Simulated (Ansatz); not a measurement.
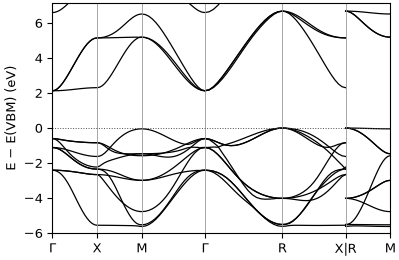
Band structure from plane-wave PAW LDA (Ansatz code)

**Question.** Read off the gap and where the band edges lie.

**Answer.** About 2.1 eV (2.13 eV by a search for the band edges); maximum at R, minimum at Γ.

**Question.** Which of these materials gives this?
(A) NaCl, CsCl type
(B) CsPbBr3, cubic perovskite
(C) BaZrO3, cubic perovskite
(D) KTaO3, cubic perovskite

**Answer.** D, KTaO3, cubic perovskite

Space group Pm-3m (cubic perovskite). The cell was relaxed with LDA under the symmetry of its start. The run is not spin-polarised. Spin–orbit coupling is left out wherever it is not named.

Potentials: the later of the program's two PAW sets.
